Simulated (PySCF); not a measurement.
C$_{2}$H$_{2}$F$_{2}$S$_{2}$, SMILES `FCF.S=C=S`.

Method: TPSS/def2-SVPD; geometry: GFN2-xTB; program: PySCF. GFN2-xTB bond lengths at metals and heavier atoms can be off by up to 0.1 Å and shapes distorted, which carries into these values.

The calculation's input:

```python
import numpy as np
from pyscf import gto, scf, dft
from pyscf.scf import atom_ks, atom_hf
from scipy.linalg import block_diag
from pyscf.dispersion import dftd3

def solve(mol, dm0=None, hcore=None):
    mf = (dft.UKS if mol.spin else dft.RKS)(mol, xc='tpss')
    mf.grids.level = 3
    mf = mf.density_fit(auxbasis='def2-universal-jkfit')
    mf.conv_tol, mf.max_cycle = 1e-8, 80
    if hcore is not None:
        mf.get_hcore = lambda *args: hcore
    mf.kernel(dm0)
    if not mf.converged:
        mf = mf.newton().run(mf.mo_coeff, mf.mo_occ, max_cycle=30)
    assert mf.converged, 'SCF not converged'
    return mf

mol = gto.M(atom='''
F     -3.37453     0.28393     0.45979
C     -2.34881    -0.16054    -0.28516
F     -1.40620     0.79943    -0.31390
H     -1.92538    -1.05678     0.18881
H     -2.70333    -0.33789    -1.30968
S      1.07454    -1.64341     0.02139
C      1.62078    -0.19058     0.03991
S      2.17693     1.25286     0.05857
''', basis='def2-svpd', charge=0, spin=0, verbose=4)
mol_a = gto.M(atom='''
F     -3.37453     0.28393     0.45979
C     -2.34881    -0.16054    -0.28516
F     -1.40620     0.79943    -0.31390
H     -1.92538    -1.05678     0.18881
H     -2.70333    -0.33789    -1.30968
ghost-S      1.07454    -1.64341     0.02139
ghost-C      1.62078    -0.19058     0.03991
ghost-S      2.17693     1.25286     0.05857
''', basis='def2-svpd', charge=0, spin=0, verbose=4)
mol_b = gto.M(atom='''
ghost-F     -3.37453     0.28393     0.45979
ghost-C     -2.34881    -0.16054    -0.28516
ghost-F     -1.40620     0.79943    -0.31390
ghost-H     -1.92538    -1.05678     0.18881
ghost-H     -2.70333    -0.33789    -1.30968
S      1.07454    -1.64341     0.02139
C      1.62078    -0.19058     0.03991
S      2.17693     1.25286     0.05857
''', basis='def2-svpd', charge=0, spin=0, verbose=4)
ab, a, b = solve(mol), solve(mol_a), solve(mol_b)
e_int = ab.e_tot - a.e_tot - b.e_tot
print('counterpoise-corrected interaction energy / kcal/mol', e_int * 627.5095)
def disp(atoms, charge):
    m = gto.M(atom=atoms, charge=charge, basis='sto-3g', spin=None, unit='Bohr', verbose=0)
    return dftd3.DFTD3Dispersion(m, xc='tpss', version='d3bj').get_dispersion()['energy']
e_disp = disp(mol._atom, mol.charge) - disp(mol._atom[:5], mol_a.charge) - disp(mol._atom[5:], mol_b.charge)
print('D3(BJ) part / kcal/mol', e_disp * 627.5095)
# spherically averaged free atoms, for the promolecule
atm = atom_ks.get_atm_nrks(mol, xc='tpss')
pro = block_diag(*[(atm[a[0]][2] * atm[a[0]][3]) @ atm[a[0]][2].T for a in mol._atom])
np.savez('result.npz', e_int=e_int, e_disp=e_disp, dm_a=a.make_rdm1(), dm_b=b.make_rdm1(), c=ab.mo_coeff, occ=ab.mo_occ, eps=ab.mo_energy, pro=pro, d=[f.dip_moment(verbose=0) for f in (ab, a, b)])
```

Run with:

```sh
OMP_NUM_THREADS=1 python input.py
```

The run took 99 s on 1 thread of Arm Neoverse V2 (shared host), peak memory 0.64 GiB.

Partitions, critical points and surface values were worked out afterwards from this run's density.

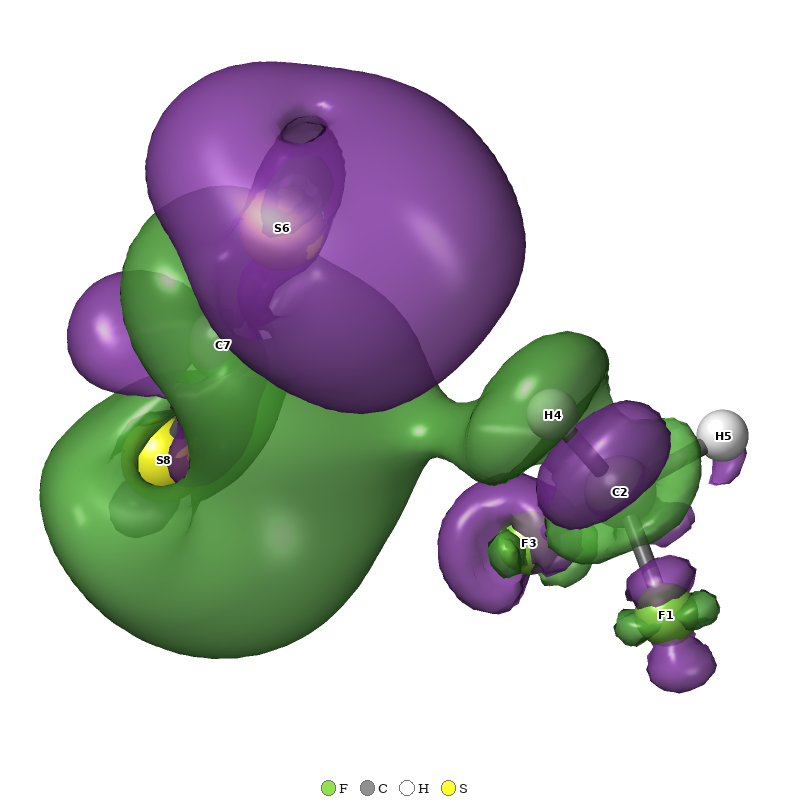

Density of the complex less the densities of the two fragments at the same geometry, ±0.0006 e/Å³ (purple: gain, green: loss). Fragment A: H2CF2 (atoms 1–5); fragment B: CS2.

> Which way does charge flow?

Hirshfeld charges show almost no net transfer (under 0.005 e). By Hirshfeld charges, electrons gather most on S6 (−0.020 e) and leave S8 most (+0.014 e); 0.03 e is displaced in all, which induces a dipole of 0.34 D.

> What is the interaction energy, and which contacts carry it?

The counterpoise-corrected interaction energy of the frozen fragments is +0.5 kcal/mol without dispersion correction and −0.9 kcal/mol with D3(BJ). The pair geometry is semi-empirical, not a minimum at this level. Contacts: H4···S6, weak C–H hydrogen bond, 3.06 Å, ρ = 0.006 a.u.; F3···S6, 3.50 Å, ρ = 0.005 a.u., a bond path close to vanishing (ellipticity 1.9). The pose is a local one from a semi-empirical search, not shown to be the most stable.
